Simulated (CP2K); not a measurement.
# PM6 run of CH3F2OSi (SMILES FC(F)O[SiH2])

What is the vertical ionisation energy of CH3F2OSi at PM6? 

The results are computed with CP2K 2026.2.

4 further runs of the same task are left out: 4 set aside as unsound or not needed.

### 1 The molecule

The species is CH3F2OSi (8 atoms), meant as a doublet with charge 0. As SMILES, `FC(F)O[SiH2]`. Geometry: relaxed at GFN2-xTB. This is one conformer, not always the lowest.

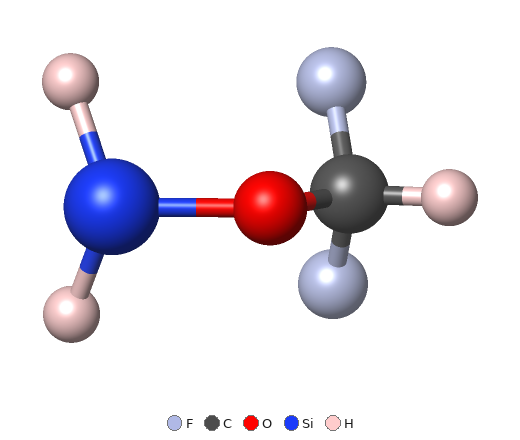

The structure, seen from a chosen angle (fluorine light blue, carbon dark grey, oxygen red, silicon blue, hydrogen pink).

### 2 Energy and gradient at PM6

calc.inp reads:

```
&GLOBAL
  PROJECT calc
  RUN_TYPE ENERGY_FORCE
  PRINT_LEVEL MEDIUM
&END GLOBAL

&FORCE_EVAL
  METHOD QUICKSTEP
  &DFT
    MULTIPLICITY 2
    UNRESTRICTED_KOHN_SHAM T
    ! Quickstep
    &QS
      METHOD PM6
      EPS_DEFAULT 1.0E-10
      &SE
        &COULOMB
          CUTOFF [angstrom] 50
          RC_RANGE [angstrom] 0
        &END COULOMB
        &EXCHANGE
          CUTOFF [angstrom] 50
          RC_RANGE [angstrom] 0
        &END EXCHANGE
      &END SE
    &END QS
    &POISSON
      PERIODIC NONE
      POISSON_SOLVER ANALYTIC
    &END POISSON
    &SCF
      SCF_GUESS ATOMIC
      EPS_SCF 1.0E-06
      MAX_SCF 100
      ADDED_MOS 2
      &DIAGONALIZATION
        ALGORITHM STANDARD
      &END DIAGONALIZATION
      &MIXING
        METHOD DIRECT_P_MIXING
        ALPHA 0.4
      &END MIXING
    &END SCF
    &PRINT
      &MOMENTS
        PERIODIC F
        REFERENCE COM
        MAX_MOMENT 1
      &END MOMENTS
      &MO ON
        ENERGIES T
        OCCUPATION_NUMBERS T
        NDIGITS 6
        &EACH
          QS_SCF 0
        &END EACH
        ADD_LAST NUMERIC
      &END MO
      &HIRSHFELD OFF
      &END HIRSHFELD
    &END PRINT
  &END DFT
  ! structure
  &SUBSYS
    &CELL
      ABC 19 18 19.7
      PERIODIC NONE
    &END CELL
    &COORD
      UNIT bohr
      F     -1.4028949    -0.0521753     2.8503306
      C      0.9368506    -0.1408035     1.7919139
      F      1.5938139     2.3245899     1.4925246
      O      0.9471685    -1.3861708    -0.3639424
      Si    -0.8092752    -0.6333795    -2.8771836
      H      2.2376058    -0.9801254     3.1857759
      H     -3.4643215    -0.9572597    -2.2592243
      H     -0.0389284     1.8253054    -3.8201758
    &END COORD
    &TOPOLOGY
      &CENTER_COORDINATES
      &END CENTER_COORDINATES
    &END TOPOLOGY
  &END SUBSYS
  ! extra output
  &PRINT
    &FORCES ON
    &END FORCES
  &END PRINT
&END FORCE_EVAL
```

On the command line:

```console
$ OMP_NUM_THREADS=1 cp2k.psmp calc.inp > calc.out
```

The program printed:

```text
CP2K| version string:                                       CP2K version 2026.2
[...]
 GLOBAL| Method name                                                        CP2K
[...]
 GLOBAL| Run type                                                   ENERGY_FORCE
[...]
                             - Atoms:                                          8
[...]
                             - Spherical basis functions:                     28
[...]
 Number of electrons:                                                         16
[...]
     1 P_Mix/Diag. 0.40E+00    0.0     0.42750757       -48.5739105218 -4.86E+01
[...]
    24 DIIS/Diag.  0.14E-06    0.0     0.00000058       -54.0010862075 -1.68E-12
  *** SCF run converged in    24 steps ***
  Core-core repulsion energy [eV]:                           2338.17077684319929
  Core Hamiltonian energy [eV]:                             -2446.78777960428442
  Two-electron integral energy [eV]:                        -2721.65456540315563
  Electronic energy [eV]:                                   -3807.61506230586156
  Total energy [eV]:                                        -1469.44428546266272
  Atomic reference energy [eV]:                              1463.92292092079265
  Heat of formation [kcal/mol]:                              -127.32570120313785
[...]
 SE_DIPOLE| Moment [Debye]         -0.03403977       0.22985904       0.29458829
 SE_DIPOLE| Derivative [a.u.]       0.00000000       0.00000000       0.00000000
 ENERGY| Total FORCE_EVAL ( QS ) energy [hartree]            -54.001086207478423
 FORCES| Atomic forces [hartree/bohr]
 FORCES|   Atom     x               y               z               |f|
 FORCES|      1  2.84462255E-04  3.16467750E-03 -1.18187770E-02   1.22384473E-02
 FORCES|      2  2.05269446E-02  9.23326589E-03  6.13047094E-02   6.53060185E-02
 FORCES|      3 -8.62989899E-03 -3.61644728E-03 -7.92173740E-03   1.22600070E-02
 FORCES|      4  1.87227063E-04 -1.91482141E-03 -3.11237847E-03   3.65902920E-03
 FORCES|      5 -1.32890375E-02 -7.35181395E-03 -4.13596721E-02   4.40598475E-02
 FORCES|      6  7.88507451E-03 -6.91762950E-03  5.62031470E-03   1.19002494E-02
 FORCES|      7 -6.18341641E-03  1.41870089E-03 -1.05441761E-04   6.34495616E-03
 FORCES|      8 -7.81355584E-04  5.98406786E-03 -2.60701743E-03   6.57389721E-03
 FORCES| Sum     1.65839564E-15 -9.29811783E-16  8.32667268E-16
 FORCES| Total atomic force                                       2.07561096E-15
[...]
```

It took 0.5 s on 1 thread of Arm Neoverse N1, shared host; peak memory 0.14 GiB.

### 3 The singlet cation, same level

gas.inp reads:

```
&GLOBAL
  PROJECT gas
  RUN_TYPE ENERGY_FORCE
  PRINT_LEVEL MEDIUM
&END GLOBAL

&FORCE_EVAL
  METHOD Quickstep
  &DFT
    CHARGE 1
    &QS
      METHOD PM6
      EPS_DEFAULT 1.0E-10
      &SE
        &COULOMB
          CUTOFF [angstrom] 50
          RC_RANGE [angstrom] 0
        &END COULOMB
        &EXCHANGE
          CUTOFF [angstrom] 50
          RC_RANGE [angstrom] 0
        &END EXCHANGE
      &END SE
    &END QS
    &POISSON
      PERIODIC NONE
      POISSON_SOLVER ANALYTIC
    &END POISSON
    &SCF
      SCF_GUESS ATOMIC
      EPS_SCF 1.0E-06
      MAX_SCF 100
      &DIAGONALIZATION
        ALGORITHM STANDARD
      &END DIAGONALIZATION
      &MIXING
        METHOD DIRECT_P_MIXING
        ALPHA 0.4
      &END MIXING
    &END SCF
    &PRINT
      &MOMENTS
        PERIODIC F
        REFERENCE COM
        MAX_MOMENT 1
      &END MOMENTS
      &MO ON
        ENERGIES T
        OCCUPATION_NUMBERS T
        NDIGITS 6
        &EACH
          QS_SCF 0
        &END EACH
        ADD_LAST NUMERIC
      &END MO
      &HIRSHFELD OFF
      &END HIRSHFELD
    &END PRINT
  &END DFT
  &SUBSYS
    &CELL
      ABC 19 18 19.7
      PERIODIC NONE
    &END CELL
    &COORD
      UNIT bohr
      F     -1.4028949    -0.0521753     2.8503306
      C      0.9368506    -0.1408035     1.7919139
      F      1.5938139     2.3245899     1.4925246
      O      0.9471685    -1.3861708    -0.3639424
      Si    -0.8092752    -0.6333795    -2.8771836
      H      2.2376058    -0.9801254     3.1857759
      H     -3.4643215    -0.9572597    -2.2592243
      H     -0.0389284     1.8253054    -3.8201758
    &END COORD
    &TOPOLOGY
      &CENTER_COORDINATES
      &END CENTER_COORDINATES
    &END TOPOLOGY
  &END SUBSYS
  &PRINT
    &FORCES ON
    &END FORCES
  &END PRINT
&END FORCE_EVAL
```

On the command line:

```console
$ OMP_NUM_THREADS=1 cp2k.psmp gas.inp > gas.out
```

The program printed:

```text
CP2K| version string:                                       CP2K version 2026.2
[...]
 GLOBAL| Method name                                                        CP2K
[...]
 GLOBAL| Run type                                                   ENERGY_FORCE
[...]
                             - Atoms:                                          8
[...]
                             - Spherical basis functions:                     28
[...]
 Number of electrons:                                                         30
[...]
     1 P_Mix/Diag. 0.40E+00    0.0     0.75710874       -48.0703294141 -4.81E+01
[...]
    18 DIIS/Diag.  0.41E-06    0.0     0.00000094       -53.7361584907 -2.81E-11
  *** SCF run converged in    18 steps ***
  Core-core repulsion energy [eV]:                           2338.17077684319929
  Core Hamiltonian energy [eV]:                             -2420.36118825686481
  Two-electron integral energy [eV]:                        -2760.08964850554275
  Electronic energy [eV]:                                   -3800.40601250963573
  Total energy [eV]:                                        -1462.23523566643667
  Atomic reference energy [eV]:                              1463.92292092079265
  Heat of formation [kcal/mol]:                                38.91894961680826
[...]
 SE_DIPOLE| Moment [Debye]          1.38112802       3.18724045       8.58308423
 SE_DIPOLE| Derivative [a.u.]       0.00000000       0.00000000       0.00000000
 ENERGY| Total FORCE_EVAL ( QS ) energy [hartree]            -53.736158490674931
 FORCES| Atomic forces [hartree/bohr]
 FORCES|   Atom     x               y               z               |f|
 FORCES|      1  3.12825697E-03  1.60835304E-03 -1.67634959E-02   1.71285606E-02
 FORCES|      2  1.73827018E-02  2.61025021E-02  8.37442155E-02   8.94236689E-02
 FORCES|      3 -9.98277223E-03 -8.51707779E-03 -1.09444620E-02   1.70873521E-02
 FORCES|      4 -1.44902495E-02 -9.09677317E-03 -4.77269811E-02   5.07009205E-02
 FORCES|      5 -1.36993199E-02  1.79859370E-02  2.78278493E-03   2.27795783E-02
 FORCES|      6  1.08942102E-02 -9.96798074E-03  6.91492252E-03   1.63052326E-02
 FORCES|      7  3.14216333E-03 -9.34938175E-03 -8.86552963E-03   1.32620415E-02
 FORCES|      8  3.62500926E-03 -8.76557870E-03 -9.14145430E-03   1.31735435E-02
 FORCES| Sum    -6.59194921E-16 -4.85722573E-16  3.33066907E-16
 FORCES| Total atomic force                                       8.83967152E-16
[...]
```

Run time: 0.42 s. Hardware: 1 thread of Arm Neoverse N1, shared host; peak memory 0.14 GiB.

### 4 What came out

At PM6:

```
                                                   quantity            value
                             doublet CH3F2OSi: total energy     -54.00109 Eh
                            doublet CH3F2OSi: dipole moment           0.38 D
       doublet CH3F2OSi: HOMO energy (highest over α and β)         -7.36 eV
        doublet CH3F2OSi: LUMO energy (lowest over α and β)         -1.30 eV
doublet CH3F2OSi: heat of formation at this unrelaxed shape  -127.3 kcal/mol
                 doublet CH3F2OSi: largest force on an atom       3.358 eV/Å
                               singlet cation: total energy     -53.73616 Eh
                                singlet cation: HOMO energy        -16.74 eV
  singlet cation: heat of formation at this unrelaxed shape    38.9 kcal/mol
                   singlet cation: largest force on an atom       4.598 eV/Å
         vertical ionisation energy (to the singlet cation)         7.209 eV
```

Removing an electron at fixed nuclei costs 7.21 eV (166 kcal/mol). The largest force (doublet CH3F2OSi) is 3.36 eV/Å: the shape isn't a stationary point for this species at this level. Only the singlet of the ionised species was computed; a triplet could lie lower.
